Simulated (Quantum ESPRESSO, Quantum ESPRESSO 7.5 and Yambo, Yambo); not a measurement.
## A GW chain in Yambo: CdS (Hawleyite)

Aim: the G0W0 gap of CdS (Hawleyite) on PBE, step by step.

Method: PBE and many-body steps on it, plane waves, in Quantum ESPRESSO 7.5 and Yambo 5.3.0.

**What was measured.**

- Gap 2.42 eV: optical gap from inflexion point of photoacoustic spectrum, as-grown film; photoacoustic spectroscopy; film (as-grown chemical bath deposited film, about 0.25 um thick, deposited at 80 C) (“Study of the band--gap shift in CdS films: Influence of thermal annealing in different atmospheres”, 1995, arxiv:cond-mat/9501125).

**1. The structure**

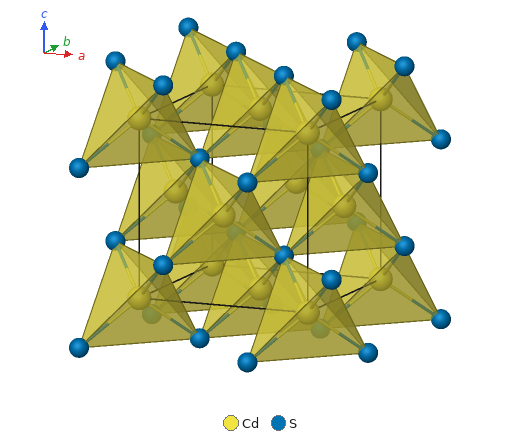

The starting structure, seen slightly off an axis (cadmium yellow, sulfur blue). This picture shows the conventional cell, with its axes. Some periodic images of atoms are drawn too.

The cell and positions come from the Crystallography Open Database and are kept as given unless a step says otherwise.

**2. Ground state**

This step: Quantum ESPRESSO 7.5; DFT, PBE, plane waves, norm-conserving pseudopotentials.

The ground-state density comes first.

Contents of pw.in:

```
&control
  calculation = 'scf'
  prefix = 'x'
  outdir = 'o'
  pseudo_dir = 'pseudo'
/
&system
  ibrav = 0
  nat = 2
  ntyp = 2
  ecutwfc = 94.0
  nbnd = 18
  force_symmorphic = .true.
/
&electrons
  conv_thr = 1e-10
  electron_maxstep = 80
  mixing_beta = 0.5
/
ATOMIC_SPECIES
  Cd 112.41 Cd.upf
  S 32.06 S.upf
CELL_PARAMETERS angstrom
  -0.0000000000 2.9165000000 2.9165000000
  2.9165000000 -0.0000000000 2.9165000000
  2.9165000000 2.9165000000 -0.0000000000
ATOMIC_POSITIONS crystal
  Cd 0.0000000000 0.0000000000 0.0000000000
  S 0.2500000000 0.2500000000 0.2500000000
K_POINTS automatic
  6 6 6 0 0 0
```

On the command line:

```console
OMP_NUM_THREADS=1 mpirun -n 8 pw.x -nk 8 -in pw.in > pw.out
```

Output:

```text
Program PWSCF v.7.5 starts

     This program is part of the open-source Quantum ESPRESSO suite
     for quantum simulation of materials; please cite
         "P. Giannozzi et al., J. Phys.:Condens. Matter 21 395502 (2009);
         "P. Giannozzi et al., J. Phys.:Condens. Matter 29 465901 (2017);
         "P. Giannozzi et al., J. Chem. Phys. 152 154105 (2020);
     in publications or presentations arising from this work. More details at
     Message from routine setup:
     using ibrav=0 with symmetry is DISCOURAGED, use correct ibrav instead

     G-vector sticks info

     bravais-lattice index     =            0
     lattice parameter (alat)  =       7.7943  a.u.
     unit-cell volume          =     334.8209 (a.u.)^3
     number of atoms/cell      =            2
     number of atomic types    =            2
     number of electrons       =        26.00
     number of Kohn-Sham states=           18
     kinetic-energy cutoff     =      94.0000  Ry
     charge density cutoff     =     376.0000  Ry
     scf convergence threshold =      1.0E-10
     mixing beta               =       0.5000
     number of iterations used =            8  plain     mixing
     Exchange-correlation= PBE
                           (   1   4   3   4   0   0   0)

     celldm(1)=   7.794277  celldm(2)=   0.000000  celldm(3)=   0.000000
     celldm(4)=   0.000000  celldm(5)=   0.000000  celldm(6)=   0.000000

     crystal axes: (cart. coord. in units of alat)
               a(1) = (  -0.000000   0.707107   0.707107 )
               a(2) = (   0.707107  -0.000000   0.707107 )
               a(3) = (   0.707107   0.707107  -0.000000 )

     reciprocal axes: (cart. coord. in units 2 pi/alat)
               b(1) = ( -0.707107  0.707107  0.707107 )
               b(2) = (  0.707107 -0.707107  0.707107 )
               b(3) = (  0.707107  0.707107 -0.707107 )
     Pseudo is Norm-conserving + core correction, Zval = 20.0
     Generated using ONCVPSP code by D. R. Hamann
     Using radial grid of 1368 points,  6 beta functions with:
     Pseudo is Norm-conserving + core correction, Zval =  6.0
     Generated using ONCVPSP code by D. R. Hamann
     Using radial grid of 1146 points,  6 beta functions with:
     Cd               20.00   112.41000     Cd( 1.00)
     S                 6.00    32.06000     S ( 1.00)

     24 Sym. Ops. (no inversion) found

   Cartesian axes

     site n.     atom                  positions (alat units)
         1        Cd     tau(   1) = (   0.0000000   0.0000000   0.0000000  )
         2        S      tau(   2) = (   0.3535534   0.3535534   0.3535534  )

     number of k points=    16
                       cart. coord. in units 2pi/alat
        k(    1) = (   0.0000000   0.0000000   0.0000000), wk =   0.0092593
        k(    2) = (   0.1178511   0.1178511  -0.1178511), wk =   0.0740741
        k(    3) = (   0.2357023   0.2357023  -0.2357023), wk =   0.0740741
        k(    4) = (  -0.3535534  -0.3535534   0.3535534), wk =   0.0370370
        k(    5) = (   0.2357023   0.0000000  -0.0000000), wk =   0.0555556
        k(    6) = (   0.3535534   0.1178511  -0.1178511), wk =   0.2222222
        k(    7) = (  -0.2357023  -0.4714045   0.4714045), wk =   0.2222222
        k(    8) = (  -0.1178511  -0.3535534   0.3535534), wk =   0.2222222
        k(    9) = (   0.0000000  -0.2357023   0.2357023), wk =   0.1111111
        k(   10) = (   0.4714045   0.0000000  -0.0000000), wk =   0.0555556
     [... 4 further rows ...]
        k(   15) = (  -0.1178511  -0.3535534   0.5892557), wk =   0.2222222
        k(   16) = (  -0.7071068   0.2357023   0.0000000), wk =   0.1111111

     Dense  grid:    41151 G-vectors     FFT dimensions: (  50,  50,  50)

     Initial potential from superposition of free atoms

     starting charge      25.9997, renormalised to      26.0000
     Starting wfcs are   14 randomized atomic wfcs +    4 random wfcs

     per-process dynamical memory:    33.5 Mb

     Self-consistent Calculation

     iteration #  1     ecut=    94.00 Ry     beta= 0.50

     Threshold (ethr) on eigenvalues was too large:
     Diagonalizing with lowered threshold

     total energy              =    -372.79995584 Ry
     estimated scf accuracy    <       0.12502222 Ry

     iteration #  2     ecut=    94.00 Ry     beta= 0.50

     total energy              =    -372.83204504 Ry
     estimated scf accuracy    <       0.01171960 Ry

     iteration #  3     ecut=    94.00 Ry     beta= 0.50

     total energy              =    -372.83384825 Ry
     estimated scf accuracy    <       0.00115358 Ry

     iteration #  4     ecut=    94.00 Ry     beta= 0.50

     total energy              =    -372.83393487 Ry
     estimated scf accuracy    <       0.00005019 Ry

     iteration #  5     ecut=    94.00 Ry     beta= 0.50

     total energy              =    -372.83394333 Ry
     estimated scf accuracy    <       0.00000198 Ry

     iteration #  6     ecut=    94.00 Ry     beta= 0.50

     total energy              =    -372.83394406 Ry
     estimated scf accuracy    <       0.00000015 Ry

     iteration #  7     ecut=    94.00 Ry     beta= 0.50

     total energy              =    -372.83394410 Ry
     estimated scf accuracy    <       0.00000008 Ry

     iteration #  8     ecut=    94.00 Ry     beta= 0.50

     total energy              =    -372.83394412 Ry
     estimated scf accuracy    <          4.5E-09 Ry

     iteration #  9     ecut=    94.00 Ry     beta= 0.50

     total energy              =    -372.83394412 Ry
     estimated scf accuracy    <          2.8E-09 Ry

     iteration # 10     ecut=    94.00 Ry     beta= 0.50

     End of self-consistent calculation

          k = 0.0000 0.0000 0.0000 (  5065 PWs)   bands (ev):

   -94.3754 -55.4395 -55.4395 -55.4395  -5.3823  -0.7406  -0.7406  -0.7406
    -0.2616  -0.2616   6.9820   6.9820   6.9820   8.1268  13.5132  13.5132
    13.5132  18.3635

          k = 0.1179 0.1179-0.1179 (  5101 PWs)   bands (ev):

   -94.3755 -55.4396 -55.4395 -55.4395  -5.2758  -0.7029  -0.7029  -0.6409
    -0.2624  -0.2624   5.4756   6.7776   6.7776   9.2894  13.1739  13.8285
    13.8285  17.6039

          k = 0.2357 0.2357-0.2357 (  5135 PWs)   bands (ev):

   -94.3755 -55.4400 -55.4396 -55.4396  -5.0615  -0.6415  -0.6415  -0.2701
    -0.2449  -0.2449   3.5827   6.4053   6.4053   9.9595  13.6990  14.0554
    14.0554  17.9978

          k =-0.3536-0.3536 0.3536 (  5168 PWs)   bands (ev):

     [... further k-points ...]

     highest occupied, lowest unoccupied level (ev):     6.9820    8.1268

!    total energy              =    -372.83394412 Ry
     estimated scf accuracy    <          3.6E-11 Ry

     The total energy is the sum of the following terms:
     one-electron contribution =    -249.52345537 Ry
     hartree contribution      =     130.35028490 Ry
     xc contribution           =     -54.84831516 Ry
     ewald contribution        =    -198.81245849 Ry

     convergence has been achieved in  10 iterations

     XML data file, charge density, pseudopotentials, collected wavefunctions

=------------------------------------------------------------------------------=
   JOB DONE.
=------------------------------------------------------------------------------=
```

Elapsed: 4.3 s, on 8 MPI ranks of Arm Neoverse V2, shared host; peak memory 0.66 GiB; 34 s of CPU time.

Numbers from this step:

```
total energy               : -5072.6642 eV
gap                        : 1.145 eV
k of the valence top       : 0, 0, 0
k of the conduction bottom : 0, 0, 0
least direct gap           : 1.145 eV
```

The gap is direct, at Γ.

**3. Bands along the symmetry lines**

Levels along a band path, at the cheap level, show where the edges lie and whether the meshes to come will hold them.

Contents of pw.in:

```
&control
  calculation = 'bands'
  prefix = 'x'
  outdir = 'o'
  pseudo_dir = 'pseudo'
/
&system
  ibrav = 0
  nat = 2
  ntyp = 2
  ecutwfc = 94.0
  nbnd = 19
  force_symmorphic = .true.
/
&electrons
  conv_thr = 1e-9
  electron_maxstep = 80
  diago_full_acc = .true.
  diago_thr_init = 5e-6
/
ATOMIC_SPECIES
  Cd 112.41 Cd.upf
  S 32.06 S.upf
CELL_PARAMETERS angstrom
  -0.0000000000 2.9165000000 2.9165000000
  2.9165000000 -0.0000000000 2.9165000000
  2.9165000000 2.9165000000 -0.0000000000
ATOMIC_POSITIONS crystal
  Cd 0.0000000000 0.0000000000 0.0000000000
  S 0.2500000000 0.2500000000 0.2500000000
K_POINTS crystal
  50
  0.00000000 0.00000000 0.00000000 1
  -0.06250000 -0.06250000 0.00000000 1
  -0.12500000 -0.12500000 0.00000000 1
  -0.18750000 -0.18750000 0.00000000 1
  -0.25000000 -0.25000000 0.00000000 1
  -0.31250000 -0.31250000 0.00000000 1
  -0.37500000 -0.37500000 0.00000000 1
  -0.43750000 -0.43750000 0.00000000 1
  -0.50000000 -0.50000000 0.00000000 1
  -0.48437500 -0.48437500 0.03125000 1
  -0.46875000 -0.46875000 0.06250000 1
  -0.45312500 -0.45312500 0.09375000 1
  -0.43750000 -0.43750000 0.12500000 1
  -0.42187500 -0.42187500 0.15625000 1
  -0.40625000 -0.40625000 0.18750000 1
  -0.39062500 -0.39062500 0.21875000 1
  -0.37500000 -0.37500000 0.25000000 1
  -0.37500000 0.00000000 0.37500000 1
  -0.32812500 0.00000000 0.32812500 1
  -0.28125000 0.00000000 0.28125000 1
  -0.23437500 0.00000000 0.23437500 1
  -0.18750000 0.00000000 0.18750000 1
  -0.14062500 0.00000000 0.14062500 1
  -0.09375000 0.00000000 0.09375000 1
  -0.04687500 0.00000000 0.04687500 1
  0.00000000 0.00000000 0.00000000 1
  0.00000000 0.00000000 0.06250000 1
  0.00000000 0.00000000 0.12500000 1
  0.00000000 0.00000000 0.18750000 1
  0.00000000 0.00000000 0.25000000 1
  0.00000000 0.00000000 0.31250000 1
  0.00000000 0.00000000 0.37500000 1
  0.00000000 0.00000000 0.43750000 1
  0.00000000 0.00000000 0.50000000 1
  -0.06250000 -0.03125000 0.46875000 1
  -0.12500000 -0.06250000 0.43750000 1
  -0.18750000 -0.09375000 0.40625000 1
  -0.25000000 -0.12500000 0.37500000 1
  -0.31250000 -0.15625000 0.34375000 1
  -0.37500000 -0.18750000 0.31250000 1
  -0.43750000 -0.21875000 0.28125000 1
  -0.50000000 -0.25000000 0.25000000 1
  -0.50000000 -0.28125000 0.21875000 1
  -0.50000000 -0.31250000 0.18750000 1
  -0.50000000 -0.34375000 0.15625000 1
  -0.50000000 -0.37500000 0.12500000 1
  -0.50000000 -0.40625000 0.09375000 1
  -0.50000000 -0.43750000 0.06250000 1
  -0.50000000 -0.46875000 0.03125000 1
  -0.50000000 -0.50000000 0.00000000 1
```

Output:

```text
[banner, memory and clock lines left out]
Program PWSCF v.7.5 starts

     Atomic positions and unit cell read from directory:
     o/x.save/

     Message from routine setup:
     using ibrav=0 with symmetry is DISCOURAGED, use correct ibrav instead

     G-vector sticks info

     bravais-lattice index     =            0
     lattice parameter (alat)  =       7.7943  a.u.
     unit-cell volume          =     334.8209 (a.u.)^3
     number of atoms/cell      =            2
     number of atomic types    =            2
     number of electrons       =        26.00
     number of Kohn-Sham states=           19
     kinetic-energy cutoff     =      94.0000  Ry
     charge density cutoff     =     376.0000  Ry
     Exchange-correlation= PBE
                           (   1   4   3   4   0   0   0)

     celldm(1)=   7.794277  celldm(2)=   0.000000  celldm(3)=   0.000000
     celldm(4)=   0.000000  celldm(5)=   0.000000  celldm(6)=   0.000000

     crystal axes: (cart. coord. in units of alat)
               a(1) = (  -0.000000   0.707107   0.707107 )
               a(2) = (   0.707107  -0.000000   0.707107 )
               a(3) = (   0.707107   0.707107  -0.000000 )

     reciprocal axes: (cart. coord. in units 2 pi/alat)
               b(1) = ( -0.707107  0.707107  0.707107 )
               b(2) = (  0.707107 -0.707107  0.707107 )
               b(3) = (  0.707107  0.707107 -0.707107 )
     Pseudo is Norm-conserving + core correction, Zval = 20.0
     Generated using ONCVPSP code by D. R. Hamann
     Using radial grid of 1368 points,  6 beta functions with:
     Pseudo is Norm-conserving + core correction, Zval =  6.0
     Generated using ONCVPSP code by D. R. Hamann
     Using radial grid of 1146 points,  6 beta functions with:
     Cd               20.00   112.41000     Cd( 1.00)
     S                 6.00    32.06000     S ( 1.00)

     24 Sym. Ops. (no inversion) found

   Cartesian axes

     site n.     atom                  positions (alat units)
         1        Cd     tau(   1) = (   0.0000000   0.0000000   0.0000000  )
         2        S      tau(   2) = (   0.3535534   0.3535534   0.3535534  )

     number of k points=    50
                       cart. coord. in units 2pi/alat
        k(    1) = (   0.0000000   0.0000000   0.0000000), wk =   0.0400000
        k(    2) = (   0.0000000   0.0000000  -0.0883883), wk =   0.0400000
        k(    3) = (   0.0000000   0.0000000  -0.1767767), wk =   0.0400000
[...]
[... 38 further rows ...]
        k(   49) = (   0.0441942  -0.0000000  -0.7071068), wk =   0.0400000
        k(   50) = (   0.0000000   0.0000000  -0.7071068), wk =   0.0400000

     Dense  grid:    41151 G-vectors     FFT dimensions: (  50,  50,  50)

     The potential is recalculated from file :
     o/x.save/charge-density

     Starting wfcs are   14 randomized atomic wfcs +    5 random wfcs

     Band Structure Calculation

     End of band structure calculation

          k = 0.0000 0.0000 0.0000 (  5065 PWs)   bands (ev):

   -94.3755 -55.4396 -55.4396 -55.4396  -5.3823  -0.7406  -0.7406  -0.7406
    -0.2617  -0.2617   6.9821   6.9821   6.9821   8.1268  13.5133  13.5133
    13.5133  18.3635  18.3637

          k = 0.0000 0.0000-0.0884 (  5101 PWs)   bands (ev):

   -94.3756 -55.4396 -55.4396 -55.4396  -5.3608  -0.7302  -0.7294  -0.7294
[...]
13.6301  17.7952  18.3848

          k = 0.0000 0.0000-0.1768 (  5109 PWs)   bands (ev):

[...]
13.9615  16.8013  18.4471

          k =-0.0000 0.0000-0.2652 (  5117 PWs)   bands (ev):

[...]
k = 0.0000 0.0000-0.3536 (  5105 PWs)   bands (ev):

[...]
k = 0.0000-0.0000-0.4419 (  5149 PWs)   bands (ev):

[...]
k =-0.0000 0.0000-0.5303 (  5157 PWs)   bands (ev):

[...]
k = 0.0000-0.0000-0.6187 (  5161 PWs)   bands (ev):

[...]
k = 0.5303-0.0000-0.5303 (  5174 PWs)   bands (ev):

[...]
k = 0.0000 0.0000 0.0000 (  5065 PWs)   bands (ev):

[...]
k = 0.1326 0.0000-0.7071 (  5162 PWs)   bands (ev):

[...]
k = 0.0884-0.0000-0.7071 (  5158 PWs)   bands (ev):

[...]
k = 0.0442-0.0000-0.7071 (  5146 PWs)   bands (ev):

[...]
17.5480  17.7680  19.1993

          k = 0.0000 0.0000-0.7071 (  5138 PWs)   bands (ev):

   -94.3756 -55.4402 -55.4399 -55.4399  -4.8230  -0.5275  -0.3917  -0.3917
    -0.1747   0.1830   3.0356   5.1070   5.1070  10.5405  11.3369  16.1804
    17.7552  17.7552  19.0782

     XML data file, pseudopotentials, collected wavefunctions
```

Elapsed: 4.1 s, on 8 MPI ranks; peak memory 0.59 GiB; 32 s of CPU time.

Numbers from this step:

```
gap                        : 1.145 eV
k of the valence top       : 0, 0, 0
k of the conduction bottom : 0, 0, 0
least direct gap           : 1.145 eV
```

The gap is 1.145 eV, as in the run before at this level.

Electronic bands along the path, in eV, zero at the top of the highest filled band:

| point | band 10 | band 11 | band 12 | band 13 | band 14 | band 15 | band 16 | band 17 |
| --- | --- | --- | --- | --- | --- | --- | --- | --- |
| Γ | -7.24 | 0.00 | 0.00 | 0.00 | 1.14 | 6.53 | 6.53 | 6.53 |
| X | -6.80 | -3.95 | -1.88 | -1.88 | 3.56 | 4.35 | 9.20 | 10.77 |
| U | -6.67 | -3.93 | -2.53 | -1.52 | 4.24 | 5.45 | 8.48 | 9.01 |
| jump to K | -6.67 | -3.93 | -2.53 | -1.52 | 4.24 | 5.45 | 8.48 | 9.01 |
| Γ | -7.24 | 0.00 | 0.00 | 0.00 | 1.14 | 6.53 | 6.53 | 6.53 |
| L | -6.86 | -4.39 | -0.75 | -0.75 | 3.01 | 7.00 | 7.00 | 7.46 |
| W | -6.61 | -3.89 | -2.26 | -2.18 | 5.42 | 5.43 | 7.23 | 8.04 |
| X | -6.80 | -3.95 | -1.88 | -1.88 | 3.56 | 4.35 | 9.20 | 10.77 |

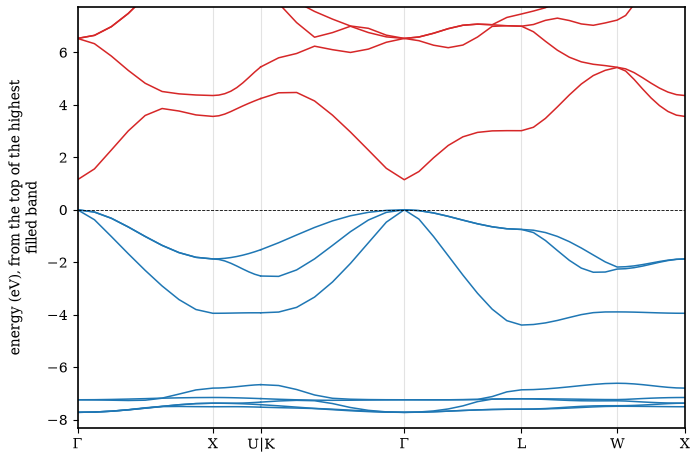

Electronic bands along the path; lines of filled and empty bands in two colours.

(Part 1 of 3 ends here.)

[Paths, hosts, dates, memory and timing lines, banners, echoed tables and standing remarks are left out of the program output.]

[Logs are printed without paths, hosts, clocks, repeated set-up lines and the standing remarks that a program may print on its own settings, such as how far it seeks lower states.]

[Runs of the session that timed out or met a known fault of the program may be left out.]

[Hosts, paths, dates, database ids (printed as entryN), source tags and the programs' standing remarks are cut or masked in the printed files.]
